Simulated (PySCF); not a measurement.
C6H8O3 (SMILES COCC1=COC(=O)C1)

```json
{"atom": "C", "x (Å)": "-2.8919", "y (Å)": "-0.2805", "z (Å)": "0.0168"}
{"atom": "O", "x (Å)": "-1.5247", "y (Å)": "-0.3488", "z (Å)": "0.3267"}
{"atom": "C", "x (Å)": "-0.7377", "y (Å)": "0.5187", "z (Å)": "-0.4617"}
{"atom": "C", "x (Å)": "0.6882", "y (Å)": "0.3727", "z (Å)": "-0.0554"}
{"atom": "C", "x (Å)": "1.5308", "y (Å)": "1.3026", "z (Å)": "0.3878"}
{"atom": "O", "x (Å)": "2.7793", "y (Å)": "0.8131", "z (Å)": "0.6789"}
{"atom": "C", "x (Å)": "2.7934", "y (Å)": "-0.5262", "z (Å)": "0.4421"}
{"atom": "O", "x (Å)": "3.7603", "y (Å)": "-1.2060", "z (Å)": "0.6123"}
{"atom": "C", "x (Å)": "1.4182", "y (Å)": "-0.9340", "z (Å)": "-0.0548"}
{"atom": "H", "x (Å)": "-3.3945", "y (Å)": "-0.9812", "z (Å)": "0.6797"}
{"atom": "H", "x (Å)": "-3.2881", "y (Å)": "0.7289", "z (Å)": "0.1827"}
{"atom": "H", "x (Å)": "-3.0791", "y (Å)": "-0.5643", "z (Å)": "-1.0266"}
{"atom": "H", "x (Å)": "-0.8517", "y (Å)": "0.2561", "z (Å)": "-1.5281"}
{"atom": "H", "x (Å)": "-1.0615", "y (Å)": "1.5626", "z (Å)": "-0.3303"}
{"atom": "H", "x (Å)": "1.4044", "y (Å)": "2.3574", "z (Å)": "0.5405"}
{"atom": "H", "x (Å)": "1.4860", "y (Å)": "-1.3981", "z (Å)": "-1.0398"}
{"atom": "H", "x (Å)": "0.9618", "y (Å)": "-1.6608", "z (Å)": "0.6192"}
```

Geometry: GFN2-xTB.

All numbers below come from PBE0/pcSseg-1, SCF density, gas phase, non-relativistic (PySCF).

What will maps of the electron density and electron localisation function show?

Answer. C–O (1.19 Å): the density is about 3.4 e/Å³ at the midpoint; the ELF peaks at about 0.85 between the atoms: a multiple bond.
C–C (1.33 Å): ρ is about 2.3 e/Å³ halfway; the ELF peaks at about 0.90 between the atoms (a multiple bond).
C–H (1.07 Å): the density is about 2.1 e/Å³ at the midpoint; the ELF climbs to about 1 towards the hydrogen, as it does in any bond to H (an ordinary covalent bond to hydrogen).
C–O (1.36 Å): ρ is about 2.4 e/Å³ halfway, with its minimum of 2 e/Å³ about 0.5 Å from C; the ELF peaks at about 0.90 between the atoms; a shared but strongly polarised pair.

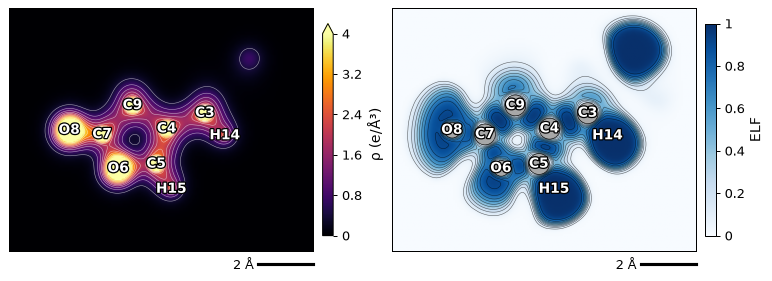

Computed electron density and electron localisation function on the plane of atoms O6, C7 and C9, in this order. Grey discs cover the atomic cores in the ELF map. 
